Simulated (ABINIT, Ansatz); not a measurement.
# KF (Carobbiite): from the cell to the phonon bands, part 2 of 4

Wanted: phonon bands, density of states and zone-centre response of KF (Carobbiite).

ABINIT 10.8.3; DFT LDA, scalar-relativistic, plane waves, PseudoDojo norm-conserving pseudopotentials.

So far. Step 3 (Self-consistent run for the response): The cell stands at -1.8 GPa: the relaxation ran with a smoothed and higher cutoff and on another k mesh. Step 5 (Zone-centre response): The acoustic modes at Γ come out as far as 2.3 cm⁻¹ from zero, where they should vanish, a small numerical error; the Born charges miss their sum rule by 8.1e-4 e, which is good.

## 6. Modes with the sum rule

anaddb reads the merged derivatives, imposes the acoustic sum rule and charge neutrality, and adds the LO-TO term along chosen directions.

Contents of anaddb.abi:

```
ddb_filepath "gamma_DDB"
output_file "anaddb.abo"
outdata_prefix "anaddb"
asr 1
chneut 1
enunit 2
eivec 1
nph1l 1
qph1l 0.0 0.0 0.0 1.0
dieflag 1
nph2l 3
qph2l 
    1.0 0.0 0.0 0.0
    0.0 0.0 1.0 0.0
    1.0 1.0 1.0 0.0
```

Contents of mrgddb.in:

```
gamma_DDB
merged
2
dfpt_gammao_DS2_DDB
gso_DDB
```

Started as:

```sh
$ mrgddb < mrgddb.in > mrgddb.log
$ OMP_NUM_THREADS=1 anaddb anaddb.abi > anaddb.log
```

anaddb.abo, the main output file:

```text
[banners, grids, parts of the stress and lines that vanish by symmetry left out]
-outvars_anaddb: echo values of input variables ----------------------

 Flags :
[...]
Dielectric Tensor and Effective Charges
[...]
Effective charge tensors after
[...]
Phonon wavevector (reduced coordinates) :  0.00000  0.00000  0.00000
 Phonon energies in Hartree :
[...]
Phonon energies in meV     :
-  0.000000E+00  0.000000E+00  0.000000E+00  2.615067E+01  2.615067E+01
-  2.615067E+01
 Phonon frequencies in cm-1    :
-  0.000000E+00  0.000000E+00  0.000000E+00  2.109194E+02  2.109194E+02
-  2.109194E+02
 Phonon frequencies in Thz     :
-  0.000000E+00  0.000000E+00  0.000000E+00  6.323204E+00  6.323204E+00
-  6.323204E+00
 Phonon energies in Kelvin  :
-  0.000000E+00  0.000000E+00  0.000000E+00  3.034660E+02  3.034660E+02
-  3.034660E+02
[...]
-  1  0.00000000E+00  0.00000000E+00 -3.07287067E-03
-     0.00000000E+00  0.00000000E+00  0.00000000E+00
-  2  0.00000000E+00  0.00000000E+00 -3.07286899E-03
-     0.00000000E+00  0.00000000E+00  0.00000000E+00
[...]
-  1  0.00000000E+00  3.07287067E-03  0.00000000E+00
-     0.00000000E+00  0.00000000E+00  0.00000000E+00
-  2  0.00000000E+00  3.07286899E-03  0.00000000E+00
-     0.00000000E+00  0.00000000E+00  0.00000000E+00
[...]
-  1  3.07287067E-03  0.00000000E+00  0.00000000E+00
-     0.00000000E+00  0.00000000E+00  0.00000000E+00
-  2  3.07286899E-03  0.00000000E+00  0.00000000E+00
-     0.00000000E+00  0.00000000E+00  0.00000000E+00
[...]
-  1  0.00000000E+00 -4.42084526E-07 -2.14202062E-03
-     0.00000000E+00  0.00000000E+00  0.00000000E+00
-  2 -1.92235449E-07  9.09800825E-07  4.40823421E-03
-     0.00000000E+00  0.00000000E+00  0.00000000E+00
[...]
-  1  1.45670299E-07  2.14202062E-03 -4.42078173E-07
-     0.00000000E+00  0.00000000E+00  0.00000000E+00
-  2 -2.99786466E-07 -4.40823420E-03  9.09787751E-07
-     0.00000000E+00  0.00000000E+00  0.00000000E+00
[...]
-  1  2.14202066E-03 -1.45651017E-07  0.00000000E+00
-     0.00000000E+00  0.00000000E+00  0.00000000E+00
-  2 -4.40823429E-03  2.99746785E-07 -1.92297316E-07
-     0.00000000E+00  0.00000000E+00  0.00000000E+00
[...]
-     1         -0.000000     0.000000    -0.000000     0.000000
-     2          0.000000     0.000000     0.000000     0.000000
-     3          0.000000    -0.000000     0.000000     0.000000
-     4          0.000067    -0.000317    -1.537587     1.537587
-     5          0.000105     1.537587    -0.000317     1.537587
-     6          1.537587    -0.000105     0.000067     1.537587
[...]
-   1     Real    0.0000E+00  0.0000E+00  0.0000E+00  0.0000E+00  0.0000E+00  0.0000E+00  0.0000E+00
[...]
-   2     Real    0.0000E+00  0.0000E+00  0.0000E+00  0.0000E+00  0.0000E+00  0.0000E+00  0.0000E+00
[...]
-   3     Real    0.0000E+00  0.0000E+00  0.0000E+00  0.0000E+00  0.0000E+00  0.0000E+00  0.0000E+00
[...]
-   4     Real    1.0800E-13  2.4190E-12  5.6789E-05 -5.1111E-13 -2.4765E-09  1.1721E-08  5.6789E-05
[...]
-   5     Real    2.6264E-13  5.6789E-05  2.4189E-12  3.8620E-09 -7.9706E-13 -1.1720E-08  5.6789E-05
[...]
-   6     Real    5.6789E-05  2.6257E-13  1.0806E-13 -3.8615E-09  2.4773E-09 -1.6845E-13  5.6789E-05
[...]
Phonon at Gamma, with non-analyticity in the
[...]
Phonon energies in Hartree :
[...]
Phonon energies in meV     :
-  0.000000E+00  0.000000E+00  0.000000E+00  2.615067E+01  2.615067E+01
-  4.210540E+01
 Phonon frequencies in cm-1    :
-  0.000000E+00  0.000000E+00  0.000000E+00  2.109194E+02  2.109194E+02
-  3.396030E+02
 Phonon frequencies in Thz     :
-  0.000000E+00  0.000000E+00  0.000000E+00  6.323204E+00  6.323204E+00
-  1.018104E+01
 Phonon energies in Kelvin  :
-  0.000000E+00  0.000000E+00  0.000000E+00  3.034660E+02  3.034660E+02
-  4.886129E+02
[...]
-  1  0.00000000E+00  0.00000000E+00 -3.07287067E-03
-     0.00000000E+00  0.00000000E+00  0.00000000E+00
-  2  0.00000000E+00  0.00000000E+00 -3.07286899E-03
-     0.00000000E+00  0.00000000E+00  0.00000000E+00
[...]
Phonon at Gamma, with non-analyticity in the
[...]
Phonon energies in Hartree :
[...]
Phonon energies in meV     :
-  0.000000E+00  0.000000E+00  0.000000E+00  2.615067E+01  2.615067E+01
-  4.210540E+01
 Phonon frequencies in cm-1    :
-  0.000000E+00  0.000000E+00  0.000000E+00  2.109194E+02  2.109194E+02
-  3.396030E+02
 Phonon frequencies in Thz     :
-  0.000000E+00  0.000000E+00  0.000000E+00  6.323204E+00  6.323204E+00
-  1.018104E+01
 Phonon energies in Kelvin  :
-  0.000000E+00  0.000000E+00  0.000000E+00  3.034660E+02  3.034660E+02
-  4.886129E+02
[...]
Phonon at Gamma, with non-analyticity in the
[...]
Phonon energies in Hartree :
[...]
Phonon energies in meV     :
-  0.000000E+00  0.000000E+00  0.000000E+00  2.615067E+01  2.615067E+01
-  4.210540E+01
 Phonon frequencies in cm-1    :
-  0.000000E+00  0.000000E+00  0.000000E+00  2.109194E+02  2.109194E+02
-  3.396030E+02
 Phonon frequencies in Thz     :
-  0.000000E+00  0.000000E+00  0.000000E+00  6.323204E+00  6.323204E+00
-  1.018104E+01
 Phonon energies in Kelvin  :
-  0.000000E+00  0.000000E+00  0.000000E+00  3.034660E+02  3.034660E+02
-  4.886129E+02
[...]
-  1  7.03724697E-06 -3.07279048E-03 -2.10387536E-05
-     0.00000000E+00  0.00000000E+00  0.00000000E+00
-  2  7.03689661E-06 -3.07278914E-03 -2.10390885E-05
-     0.00000000E+00  0.00000000E+00  0.00000000E+00
[...]
-  1  3.07285804E-03  7.00099596E-06  5.28396587E-06
-     0.00000000E+00  0.00000000E+00  0.00000000E+00
-  2  3.07285670E-03  7.00133843E-06  5.28430928E-06
-     0.00000000E+00  0.00000000E+00  0.00000000E+00
[...]
-  1  2.77373915E-04  1.35678088E-03 -1.63415480E-03
-     0.00000000E+00  0.00000000E+00  0.00000000E+00
-  2 -5.70829789E-04 -2.79222704E-03  3.36305683E-03
-     0.00000000E+00  0.00000000E+00  0.00000000E+00
[...]
-  1  1.72681752E-03 -1.10362162E-03 -6.23195904E-04
-     0.00000000E+00  0.00000000E+00  0.00000000E+00
-  2 -3.55375479E-03  2.27123050E-03  1.28252430E-03
-     0.00000000E+00  0.00000000E+00  0.00000000E+00
[...]
Direction                     Dielectric constant
[...]
0.00000   0.00000   1.00000      5.43257855
   1.00000   1.00000   1.00000      5.43257855
-
```

Wall time 0.69 s (1 thread of Intel Xeon Platinum 8488C (Sapphire Rapids), shared host).

This step gave:

```yaml
mean_static_dielectric_constant: 5.433
highest_mode_moved_by_the_lo_to_term: 339.6 cm⁻¹
```

No LO-TO term; unit eigenvectors of the mass-weighted matrix, from anaddb's displacements. The modes at Γ (shares of kinetic energy by element, %):

| mode | frequency (cm⁻¹) | symmetry | K % | F % |
| --- | --- | --- | --- | --- |
| 1 | 0.0 | acoustic | 67 | 33 |
| 2 | 0.0 | acoustic | 67 | 33 |
| 3 | 0.0 | acoustic | 67 | 33 |
| 4 | 210.9 | T1u | 33 | 67 |
| 5 | 210.9 | T1u | 33 | 67 |
| 6 | 210.9 | T1u | 33 | 67 |

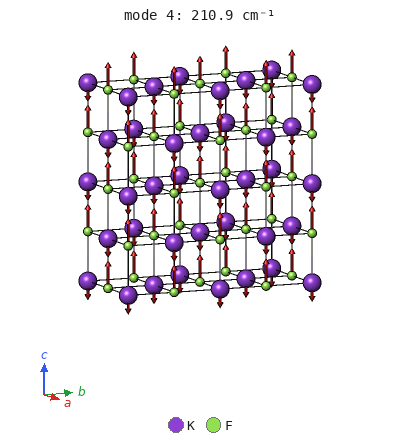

Displacement patterns of mode 4 at Γ; arrows are exaggerated. 1×2×2 conventional cells are drawn. Some periodic images of atoms are drawn too.

Trace of the oscillator strength, degenerate modes summed. Infrared lines, with heights relative to the strongest:

| position (cm⁻¹) | lines merged | IR intensity, relative |
| --- | --- | --- |
| 211 | 3 | 100 |

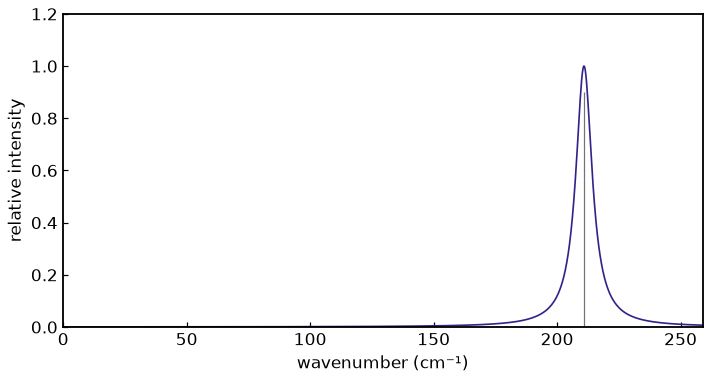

The infrared spectrum, broadened with Lorentzians of width 8 cm⁻¹; bars mark the lines.

Static dielectric tensor (ions relaxed, fixed cell):

```
5.43 0.00 0.00
0.00 5.43 0.00
0.00 0.00 5.43
```

The rule moves no optical mode by more than 0.1 cm⁻¹.

## 7. Sum rules set otherwise (asr 0)

Without the rule the raw error of the acoustic modes shows.

anaddb.abi: that of step 6 with these lines changed.

```diff
@@ -3,4 +3,4 @@
 outdata_prefix "anaddb"
-asr 1
-chneut 1
+asr 0
+chneut 0
 enunit 2
```

mrgddb.in is that of step 6.

anaddb.abo, the main output file:

```text
[banners, grids, parts of the stress and lines that vanish by symmetry left out]
-outvars_anaddb: echo values of input variables ----------------------

 Flags :
[...]
Dielectric Tensor and Effective Charges
[...]
Effective charge tensors after
[...]
Phonon wavevector (reduced coordinates) :  0.00000  0.00000  0.00000
 Phonon energies in Hartree :
[...]
Phonon energies in meV     :
-  2.815551E-01  2.815551E-01  2.815551E-01  2.615368E+01  2.615368E+01
-  2.615368E+01
 Phonon frequencies in cm-1    :
-  2.270895E+00  2.270895E+00  2.270895E+00  2.109436E+02  2.109436E+02
-  2.109436E+02
 Phonon frequencies in Thz     :
-  6.807972E-02  6.807972E-02  6.807972E-02  6.323931E+00  6.323931E+00
-  6.323931E+00
 Phonon energies in Kelvin  :
-  3.267311E+00  3.267311E+00  3.267311E+00  3.035008E+02  3.035008E+02
-  3.035008E+02
[...]
-  1  0.00000000E+00 -3.33072083E-07  3.07320100E-03
-     0.00000000E+00  0.00000000E+00  0.00000000E+00
-  2  0.00000000E+00 -3.32962405E-07  3.07218902E-03
-     0.00000000E+00  0.00000000E+00  0.00000000E+00
[...]
-  1  1.71018525E-07 -3.07320100E-03 -3.33074730E-07
-     0.00000000E+00  0.00000000E+00  0.00000000E+00
-  2  1.70962210E-07 -3.07218901E-03 -3.32965051E-07
-     0.00000000E+00  0.00000000E+00  0.00000000E+00
[...]
-  1  3.07320101E-03  1.71023680E-07  0.00000000E+00
-     0.00000000E+00  0.00000000E+00  0.00000000E+00
-  2  3.07218903E-03  1.70967363E-07  0.00000000E+00
-     0.00000000E+00  0.00000000E+00  0.00000000E+00
[...]
-  1  0.00000000E+00  0.00000000E+00  2.14154669E-03
-     0.00000000E+00  0.00000000E+00  0.00000000E+00
-  2  0.00000000E+00 -1.11803515E-07 -4.40870820E-03
-     0.00000000E+00  0.00000000E+00  0.00000000E+00
[...]
-  1  0.00000000E+00 -2.14154669E-03  0.00000000E+00
-     0.00000000E+00  0.00000000E+00  0.00000000E+00
-  2 -1.06347778E-07  4.40870820E-03 -1.11803386E-07
-     0.00000000E+00  0.00000000E+00  0.00000000E+00
[...]
-  1  2.14154669E-03  0.00000000E+00  0.00000000E+00
-     0.00000000E+00  0.00000000E+00  0.00000000E+00
-  2 -4.40870820E-03 -1.06347643E-07  0.00000000E+00
-     0.00000000E+00  0.00000000E+00  0.00000000E+00
[...]
-     1          0.000000    -0.000000     0.000838     0.000838
-     2          0.000000    -0.000838    -0.000000     0.000838
-     3          0.000838     0.000000    -0.000000     0.000838
-     4          0.000002     0.000039     1.537332     1.537332
-     5          0.000037    -1.537332     0.000039     1.537332
-     6          1.537332     0.000037    -0.000002     1.537332
[...]
-   1     Real    0.0000E+00  0.0000E+00  1.3263E-11  0.0000E+00  0.0000E+00  0.0000E+00  1.3263E-11
[...]
-   2     Real    0.0000E+00  1.3263E-11  0.0000E+00  0.0000E+00  0.0000E+00  0.0000E+00  1.3263E-11
[...]
-   3     Real    1.3263E-11  0.0000E+00  0.0000E+00  0.0000E+00  0.0000E+00  0.0000E+00  1.3263E-11
[...]
-   4     Real    0.0000E+00  3.6513E-14  5.6776E-05  0.0000E+00  6.8520E-11  1.4398E-09  5.6776E-05
[...]
-   5     Real    3.3037E-14  5.6776E-05  3.6513E-14 -1.3696E-09  3.4731E-14 -1.4398E-09  5.6776E-05
[...]
-   6     Real    5.6776E-05  3.3037E-14  0.0000E+00  1.3695E-09 -6.8555E-11  0.0000E+00  5.6776E-05
[...]
Phonon at Gamma, with non-analyticity in the
[...]
Phonon energies in Hartree :
[...]
Phonon energies in meV     :
-  2.815551E-01  2.815551E-01  2.817293E-01  2.615368E+01  2.615368E+01
-  4.210413E+01
 Phonon frequencies in cm-1    :
-  2.270895E+00  2.270895E+00  2.272300E+00  2.109436E+02  2.109436E+02
-  3.395927E+02
 Phonon frequencies in Thz     :
-  6.807972E-02  6.807972E-02  6.812184E-02  6.323931E+00  6.323931E+00
-  1.018073E+01
 Phonon energies in Kelvin  :
-  3.267311E+00  3.267311E+00  3.269333E+00  3.035008E+02  3.035008E+02
-  4.885982E+02
[...]
-  1  0.00000000E+00  3.33093775E-07 -3.07320100E-03
-     0.00000000E+00  0.00000000E+00  0.00000000E+00
-  2  0.00000000E+00  3.32984090E-07 -3.07218902E-03
-     0.00000000E+00  0.00000000E+00  0.00000000E+00
[...]
Phonon at Gamma, with non-analyticity in the
[...]
Phonon energies in Hartree :
[...]
Phonon energies in meV     :
-  2.815551E-01  2.815551E-01  2.817293E-01  2.615368E+01  2.615368E+01
-  4.210413E+01
 Phonon frequencies in cm-1    :
-  2.270895E+00  2.270895E+00  2.272300E+00  2.109436E+02  2.109436E+02
-  3.395927E+02
 Phonon frequencies in Thz     :
-  6.807972E-02  6.807972E-02  6.812184E-02  6.323931E+00  6.323931E+00
-  1.018073E+01
 Phonon energies in Kelvin  :
-  3.267311E+00  3.267311E+00  3.269333E+00  3.035008E+02  3.035008E+02
-  4.885982E+02
[...]
Phonon at Gamma, with non-analyticity in the
[...]
Phonon energies in Hartree :
[...]
Phonon energies in meV     :
-  2.815551E-01  2.815551E-01  2.817293E-01  2.615368E+01  2.615368E+01
-  4.210413E+01
 Phonon frequencies in cm-1    :
-  2.270895E+00  2.270895E+00  2.272300E+00  2.109436E+02  2.109436E+02
-  3.395927E+02
 Phonon frequencies in Thz     :
-  6.807972E-02  6.807972E-02  6.812184E-02  6.323931E+00  6.323931E+00
-  1.018073E+01
 Phonon energies in Kelvin  :
-  3.267311E+00  3.267311E+00  3.269333E+00  3.035008E+02  3.035008E+02
-  4.885982E+02
[...]
-  1  2.49080171E-03 -1.50826537E-03 -9.82652985E-04
-     0.00000000E+00  0.00000000E+00  0.00000000E+00
-  2  2.48998149E-03 -1.50776874E-03 -9.82329430E-04
-     0.00000000E+00  0.00000000E+00  0.00000000E+00
[...]
-  1  1.77400345E-03  1.77393001E-03  1.77390553E-03
-     0.00000000E+00  0.00000000E+00  0.00000000E+00
-  2  1.77454178E-03  1.77446836E-03  1.77444388E-03
-     0.00000000E+00  0.00000000E+00  0.00000000E+00
[...]
-  1  2.77056056E-04  1.35664456E-03 -1.63370062E-03
-     0.00000000E+00  0.00000000E+00  0.00000000E+00
-  2 -5.70363145E-04 -2.79286463E-03  3.36322778E-03
-     0.00000000E+00  0.00000000E+00  0.00000000E+00
[...]
-  1  1.72647660E-03 -1.10317588E-03 -6.23300715E-04
-     0.00000000E+00  0.00000000E+00  0.00000000E+00
-  2 -3.55422161E-03  2.27105978E-03  1.28316183E-03
-     0.00000000E+00  0.00000000E+00  0.00000000E+00
[...]
Direction                     Dielectric constant
[...]
0.00000   0.00000   1.00000      5.43100325
   1.00000   1.00000   1.00000      5.43100325
-
```

Wall time 0.64 s (1 thread).

Numbers from this step:

| Property | Result |
| --- | --- |
| mean static dielectric constant | 5.431 |

Zone-centre frequencies as printed; negative means imaginary. Modes:

| mode | frequency (cm⁻¹) |
| --- | --- |
| 1 | 2.27 |
| 2 | 2.27 |
| 3 | 2.27 |
| 4 | 210.9 |
| 5 | 210.9 |
| 6 | 210.9 |

(Part 2 of 4 ends here.)

[Host names and launcher messages were left out of these logs when they were recorded.]

[Logs are printed without paths, hosts, clocks, repeated set-up lines and the standing remarks that a program may print on its own settings, such as how far it seeks lower states.]

[Hosts, paths, dates, database ids (printed as entryN), source tags and the programs' standing remarks are cut or masked in the printed files.]
